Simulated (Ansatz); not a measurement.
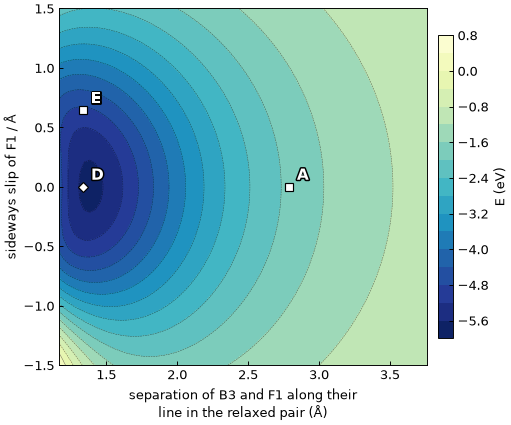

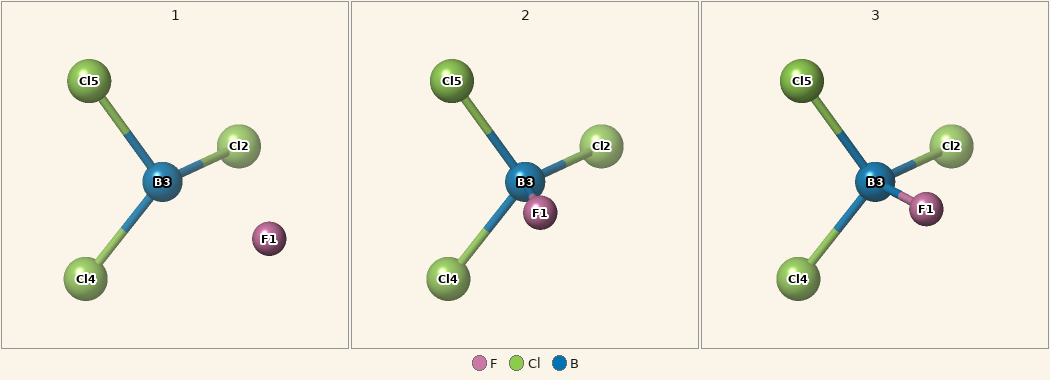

BCl₃F, charge −1. 
- The first coordinate is: separation of B3 and F1 along their line in the relaxed pair; the second: sideways slip of F1.
- Nothing is relaxed (both partners rigid).
- The scan uses a 15 × 15 grid.
- Points are written as (first, second).
- Energies are in eV, from the ion and the molecule far apart, frozen as in the relaxed pair, each in its own basis (no counterpoise correction).
- Theory: Ansatz 0.2.0, RKS PBE-D4/def2-SVPD.

Drawn: filled contours, lettered points. Between grid points the surface is interpolated. The numbered pictures are the structures at these points, in random order.

Q: Which structure belongs to which point?

A: A is structure 1: (2.786 Å, 0.000 Å), −1.92 eV; D is structure 3: (1.334 Å, 0.000 Å), −5.66 eV; E is structure 2: (1.334 Å, 0.643 Å), −4.88 eV.
